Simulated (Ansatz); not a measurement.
# From PBE to G0W0: SrLi2SnS4 (I-42m)

Wanted: the gap of SrLi2SnS4 (I-42m) with a many-body correction, and the time that it takes.

Main program and level: Ansatz 0.2.0; PBE, then G0W0 on it, plane waves, PAW.

## Step 1: Set-up

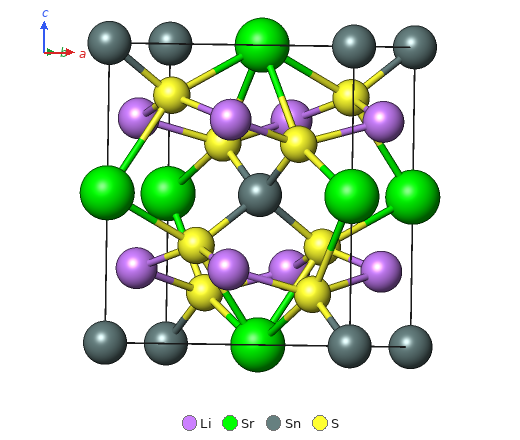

Start, viewed slightly off an axis; lithium purple, strontium green, tin teal, sulfur yellow. This picture shows the conventional cell, with its axes. Bonds to atoms that aren't drawn are left out. Some periodic images of atoms are drawn too.

Coordinates:

```cif
data_structure
_symmetry_space_group_name_H-M 'P 1'
_symmetry_Int_Tables_number 1
_cell_length_a 6.1518
_cell_length_b 6.1518
_cell_length_c 6.1518
_cell_angle_alpha 114.466
_cell_angle_beta 114.466
_cell_angle_gamma 99.886
_cell_volume 175.55
loop_
_atom_site_label
_atom_site_type_symbol
_atom_site_fract_x
_atom_site_fract_y
_atom_site_fract_z
_atom_site_occupancy
Li1 Li 0.25000 0.75000 0.50000 1
Li2 Li 0.75000 0.25000 0.50000 1
Sr3 Sr 0.50000 0.50000 0.00000 1
Sn4 Sn 0.00000 0.00000 0.00000 1
S5 S 0.03526 0.03526 0.41320 1
S6 S 0.96474 0.37794 0.00000 1
S7 S 0.62206 0.62206 0.58680 1
S8 S 0.37794 0.96474 0.00000 1
```

The cell and positions come from the Crystallography Open Database and are kept as given unless a step says otherwise. The default PAW set here is soft_2. Its files were made with PBE.

## Step 2: Bands along the symmetry lines

Levels along a band path and on the mesh show where this functional puts the band edges.

This step: DFT, PBE, plane waves, PAW.

Contents of input.yaml:

```yaml
crystal:
  lattice:
    - [-3.3295, 3.3295, 3.959]
    - [3.3295, -3.3295, 3.959]
    - [3.3295, 3.3295, -3.959]
  atoms:
    - { symbol: Li, position: [0.25, 0.75, 0.5] }
    - { symbol: Li, position: [0.75, 0.25, 0.5] }
    - { symbol: Sr, position: [0.5, 0.5, 0.0] }
    - { symbol: Sn, position: [0.0, 0.0, 0.0] }
    - { symbol: S, position: [0.03526, 0.03526, 0.4132] }
    - { symbol: S, position: [0.96474, 0.37794, 0.0] }
    - { symbol: S, position: [0.62206, 0.62206, 0.5868] }
    - { symbol: S, position: [0.37794, 0.96474, 0.0] }
kpoints:
  mp_grid: { grid: [6, 6, 6] }
  band_path:
    path:
      - [[0.0, 0.0, 0.0], [0.0, 0.0, 0.5], [0.25, 0.25, 0.25], [0.0, 0.5, 0.0], [0.0, 0.0, 0.0], [0.5, 0.5, -0.5], [0.42681823, 0.57318177, -0.42681823]]
      - [[-0.42681823, 0.42681823, 0.42681823], [0.0, 0.0, 0.0]]
      - [[0.0, 0.0, 0.5], [-0.35363646, 0.35363646, 0.5]]
      - [[0.5, 0.5, -0.35363646], [0.5, 0.5, -0.5]]
    npoints: 10
hamiltonian:
  xc: pbe
scf:
  occupations: { method: fermi_dirac, width: 0.02 }
  n_extra_bands: 6
output:
  eigenvalues: true
  write_density: true
  write_potential: true
  elf: true
  volumetric_format: npy
```

Command:

```console
ansatz run input.yaml --threads 2 --pin off --max-ram 92160MiB --backend cuda --events-out ev --progress --plain --runs-dir out --devices 1 --max-vram 13GiB  # rebuilt from the run's record
```

Numbers of over 12 decimals in the logs are rounded to 6 here.

Log:

```text
scf.n_extra_bands = 6 over 27 filled bands (N_el = 54.0): the run solves 33 bands
GPUs: using 1 of 1 available (devices: 1).
Engine: ansatz 0.2.0, x86_64-unknown-linux-gnu
Pseudopotentials: kind: paw
Pseudopotential: Li, paw, valence charge 3, recommended cutoff 420 eV (normal), Li.paw.azcp
Pseudopotential: Sr, paw, valence charge 10, recommended cutoff 420 eV (normal), Sr.paw.azcp
Pseudopotential: Sn, paw, valence charge 14, recommended cutoff 420 eV (normal), Sn.paw.azcp
Pseudopotential: S, paw, valence charge 6, recommended cutoff 420 eV (normal), S.paw.azcp
Functional definition: PBE
  parameter kappa = 0.804
  parameter beta = 0.066725
  exchange = pbe_x(kappa = kappa, mu = beta*pi^2/3)
  correlation = pbe_c(beta = beta)
device memory: the entry about to start is reckoned to put 2.6 GiB on a device that reports 40.9 GiB free (of which the cap on the GPU budget leaves the run 13.0 GiB)
GPU FFT provider: cuFFT
GPU libraries: cuBLAS 13.8.2, cuFFT 12.4.0, cuSOLVER 12.3.4
Crystal: 8 atoms, lattice volume = 175.551 Å³
Basis set: ecut = 420 eV, 3445 PW (Γ)
Bands: 33, of which v1, the nominal top of the filled ones, is band 27 counted from 1 (26 counted from 0)
Symmetry: 8 space group operations
Space group: I-42m (ITA 121), of the structure as read, at distance tolerance 5.6e-5 Å
k-points: 30 of 216 (time reversal used)
Non-local potential: Li, projectors of the file, l = 0: 3, l = 1: 2, l = 2: 1
Non-local potential: Sr, projectors of the file, l = 0: 3, l = 1: 2, l = 2: 2
Non-local potential: Sn, projectors of the file, l = 0: 2, l = 1: 2, l = 2: 2, l = 3: 2
Non-local potential: S, projectors of the file, l = 0: 2, l = 1: 2, l = 2: 2
PAW form: soft (Blöchl's): semilocal exchange-correlation on the pseudo side does not see the compensation charge
PAW one-centre angular grid: Li, 110 points (default); XC on 64 Gauss nodes
PAW one-centre angular grid: Sr, 110 points (default); XC on 64 Gauss nodes
PAW one-centre angular grid: Sn, 590 points (default); XC on 64 Gauss nodes
PAW one-centre angular grid: S, 110 points (default); XC on 64 Gauss nodes
Initial density: superposition of atomic densities (neutral atoms: chi_scale 0, normalization atom), corrected by the library's trained network
Initial wavefunctions: pseudopotential atomic-orbital guess
GPU buffer pool allocated for 91125 grid points (all kernels)
GPU transforms: local potential and band sums: pruned to the plane-wave sphere, on 45×45×45
Functional: x = pbe(κ = 0.804, μ = 0.219515), c = pbe(β = 0.066725)
SCF iter   1: F=—  HF=-13595.930000 eV  |F-HF|=—  |Δ(HF+E_count)|=         —  Δρ=8.60e-4  dr2=1.17e-3  ethr=1.77e-3  ⟨swp⟩=9.5  Hψ=5784  notcnv=0
preconditioner: auto → Resta (q_TF=auto, 2.242 Å⁻¹)  ε∞=3.5  [insulator: Δε(μ)=2.669 eV  Ē_g=10.823 eV  σ=0.020 eV  W_gap=1.00  n_scr=26 (ndim 8)  ℏωp=17.3 eV  f_vac=0.016  D(μ)=0.00/eV (n_scr^D=0)  ε∞_Penn≈3.5]
SCF iter   2: F=—  HF=-13595.930676 eV  |F-HF|=—  |Δ(HF+E_count)|=   6.76e-4  Δρ=4.56e-4  dr2=2.51e-4  ethr=2.17e-6  ⟨swp⟩=3.0  Hψ=2510  notcnv=0  defer=57
SCF iter   3: F=—  HF=-13595.930845 eV  |F-HF|=—  |Δ(HF+E_count)|=   1.69e-4  Δρ=2.75e-4  dr2=8.38e-5  ethr=4.66e-7  ⟨swp⟩=2.0  Hψ=1503  notcnv=0  defer=57
SCF iter   4: F=—  HF=-13595.931197 eV  |F-HF|=—  |Δ(HF+E_count)|=   3.52e-4  Δρ=7.07e-5  dr2=9.05e-6  ethr=1.55e-7  ⟨swp⟩=2.0  Hψ=1695  notcnv=0  defer=57
SCF iter   5: F=—  HF=-13595.931195 eV  |F-HF|=—  |Δ(HF+E_count)|=   1.57e-6  Δρ=2.03e-5  dr2=1.09e-6  ethr=1.68e-8  ⟨swp⟩=2.0  Hψ=1537  notcnv=0  defer=57
SCF iter   6: F=—  HF=-13595.931195 eV  |F-HF|=—  |Δ(HF+E_count)|=   8.07e-8  Δρ=7.47e-6  dr2=1.12e-7  ethr=2.01e-9  ⟨swp⟩=2.0  Hψ=1625  notcnv=0  defer=57
SCF iter   7: F=-13595.931195 eV  HF=-13595.931195 eV  |F-HF|=3.84e-9  |Δ(HF+E_count)|=   1.08e-8  Δρ=1.47e-6  dr2=6.79e-9  ethr=1.85e-10  ⟨swp⟩=8.3  Hψ=3448  notcnv=0
SCF 1 converged in 7 iterations: F = -13595.931195 eV  dr2 = 6.79e-9
  greatest PAW one-centre occupation: 1.000 electrons in one spin orbital (limit 2), on the Li atom at site 1 (counted from 0), in its partial waves of l = 0
device memory: the entry about to start is reckoned to put 1.9 GiB on a device that reports 47.4 GiB free (of which the cap on the GPU budget leaves the run 13.0 GiB)
NSCF: frozen V_eff on 94 k-points
SCF converged after 7 iterations
Free energy (F): -13595.931195 eV
Harris-Foulkes:  -13595.931195 eV  (|F-HF|=3.84e-9)
Internal energy: -13595.931195 eV  (E = F + TS)
E sigma→0 (E₀):  -13595.931195 eV
Fermi energy:    6.384310 eV
--- Per-component energies (eV) ---
  E_band       = -421.799633
  E_kinetic    = 907.309904
  E_local      = -2750.249421  (includes V_loc(G=0)·N_el)
  E_nonlocal   = 218.750018
  E_hartree    = 1145.237255
  E_xc         = -967.606003
  E_vxc        = -638.253080  (∫ρ·V_xc dr)
  E_paw        = -9279.958045  (= ΣΔE_a)
  E_vpaw       = -449.829421  (= ΣTr[D̂ρ^β])
  E_aug_tail   = 0.000042  (compensation charges beyond the density's cutoff)
  E_ewald      = -2869.414945
  E_smearing   = -0.000000  (= −TS)
  E_closure    = 0.000000  (closes the sum)
  Σ components = -13595.931195   (vs F -13595.931195, Δ=0.00e0)
--- Band table (eV; the first three rows and the last of 30) ---
  k-point 0: bands = [... 23 lower, 4.0762, 4.5914, 4.6736, 4.6736, 7.7472, 8.9843, 9.7274, 10.1199, ... 2 higher]
  k-point 1: bands = [... 23 lower, 4.2522, 4.3495, 4.5217, 4.5455, 7.9932, 8.9411, 9.3548, 10.0382, ... 2 higher]
  k-point 2: bands = [... 23 lower, 4.0453, 4.1591, 4.3100, 4.5461, 8.0940, 9.0922, 9.4290, 9.7118, ... 2 higher]
  k-point 29: bands = [... 23 lower, 3.3064, 4.5728, 4.5728, 5.0506, 7.7232, 9.2158, 9.2158, 9.5539, ... 2 higher]
```

Elapsed: 10 s, on 1 × NVIDIA H100 80GB HBM3 (shared by 6 runs) with 2 threads of AMD EPYC 7R13 (Zen 3), shared host; peak memory 1 GiB.

This step gave:

```
filled bands         : 27
gap                  : 2.673 eV
valence top at       : M
conduction bottom at : M
least direct gap     : 2.673 eV
```

Over mesh and path the gap is 2.673 eV, direct, at k = (0.500, 0.500, -0.500).

The electronic bands at the labelled points (eV, zero at the top of the highest nominally filled band):

```
     point  band 24  band 25  band 26  band 27  band 28  band 29  band 30  band 31
         Γ    -0.97    -0.46    -0.38    -0.38     2.70     3.93     4.68     5.07
         X    -1.29    -1.08    -1.04    -0.51     3.16     4.34     4.65     4.80
         P    -1.33    -0.95    -0.85    -0.85     3.05     4.02     4.67     4.67
         N    -1.22    -0.90    -0.66    -0.48     3.04     3.82     4.84     4.98
         Γ    -0.97    -0.46    -0.38    -0.38     2.70     3.93     4.68     5.07
         M    -1.74    -0.48    -0.48     0.00     2.67     4.17     4.17     4.50
         S    -1.49    -0.54    -0.49    -0.10     2.78     4.20     4.21     4.56
jump to S0    -1.49    -0.54    -0.49    -0.10     2.78     4.20     4.21     4.56
         Γ    -0.97    -0.46    -0.38    -0.38     2.70     3.93     4.68     5.07
 jump to X    -1.29    -1.08    -1.04    -0.51     3.16     4.34     4.65     4.80
         R    -1.42    -0.57    -0.53    -0.20     2.86     4.28     4.28     4.54
 jump to G    -1.42    -0.57    -0.53    -0.20     2.86     4.28     4.28     4.54
         M    -1.74    -0.48    -0.48     0.00     2.67     4.17     4.17     4.50
```

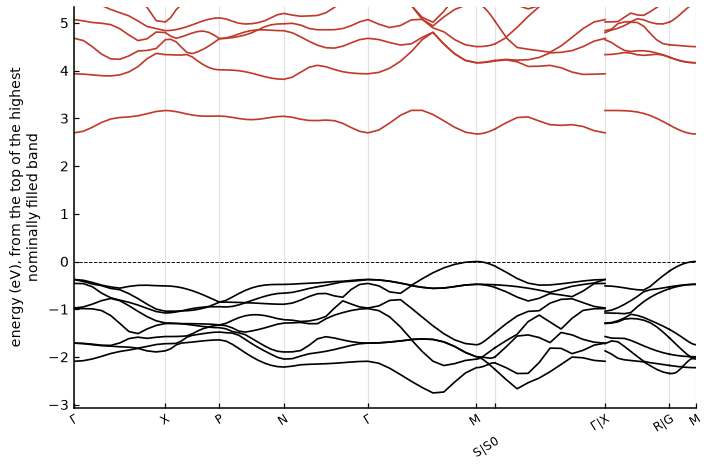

Electronic bands along the path; lines of filled and empty bands in two colours.

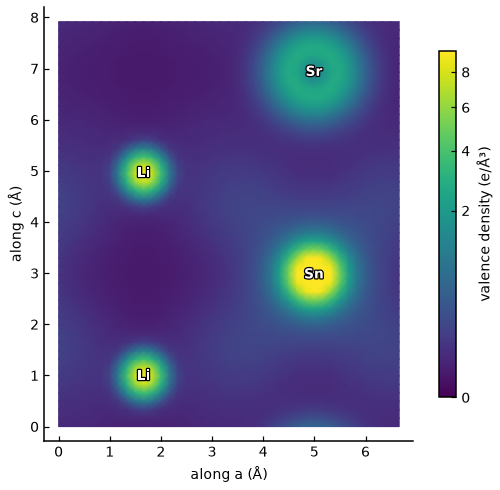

Valence density in the ac plane of the conventional cell at fractional y = 0.000, with atoms of Li and Sr and Sn within 0.2 Å of it. It is the smooth field of the valence electrons, not physical close to the nuclei. The map starts off the cell's origin, so that atoms lie inside it. The colour scale is stretched toward low values.

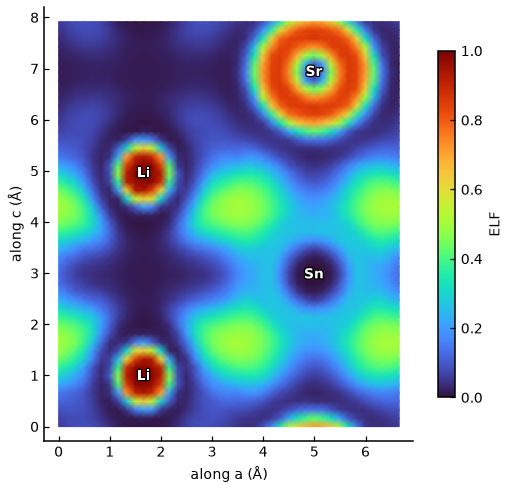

ELF in the ac plane of the conventional cell at fractional y = 0.000, with atoms of Li and Sr and Sn within 0.2 Å of it. It is the smooth field of the valence electrons, not physical close to the nuclei. The map starts off the cell's origin, so that atoms lie inside it.

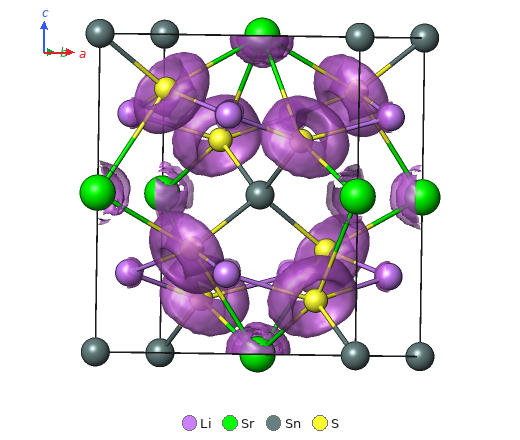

Surface of ELF = 0.85. Bonds to atoms that aren't drawn are left out.

(Continued in part 2 of 2.)

[Paths, hosts, dates, memory and timing lines, banners, echoed tables and standing remarks are left out of the program output.]

[Logs are printed without paths, hosts, clocks, repeated set-up lines and the standing remarks that a program may print on its own settings, such as how far it seeks lower states.]

[Runs of the session that timed out or met a known fault of the program may be left out.]

[Cells called generated may have been cut or substituted from an entry of the Crystallography Open Database or the Materials Project.]

[Hosts, paths, dates, database ids (printed as entryN), source tags and the programs' standing remarks are cut or masked in the printed files.]

[Where an RPA ε∞ is given, it is that of the G0W0 mesh and is not shown converged in it. Names of k-points follow the symmetry that the program found, which can be lower than the space group named. Band edges on a path are those of the sampled points; other points can move an edge, and change direct to indirect where valleys lie close.]

[Hybrid gaps are those of their k-mesh and are not shown converged in it.]
